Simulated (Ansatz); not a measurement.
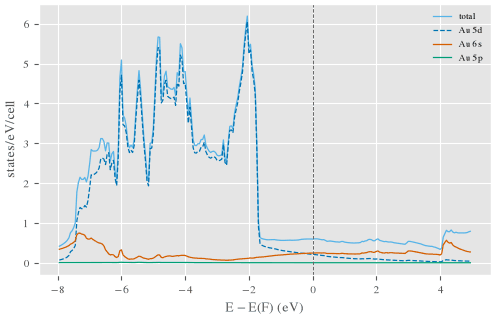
Figure. Total and projected density of states of Au (hcp (Mg type), space group No. 194), plane-wave PAW LDA (Ansatz code)

Which orbitals carry the states next to the Fermi level?

Within 0.5 eV of the Fermi level: Au 6s 41 %, Au 5d 36 %, outside the projected shells 23 %. Projections are on Löwdin-orthogonalised atomic valence shells; empty p or d shells of many metals are not among them.

Where is the tallest occupied peak in this window, and what makes it?

Near -2.0 eV, about 6.2 states/eV per cell; the largest projected share is Au 5d.

Space group P6_3/mmc (hcp (Mg type)). The workflow started from a Materials Project entry (that database holds measured and hypothetical structures alike); the Crystallography Open Database files this formula in space group No. 194, but the cells were not matched. It is not the phase usual at ambient conditions (space group No. 225). The cell was relaxed with LDA under the symmetry of its start; whether a distortion lowers the energy is not shown. Scalar-relativistic: spin–orbit coupling is off unless named, which matters more the heavier the elements.

Potentials: the later of the program's two PAW sets.
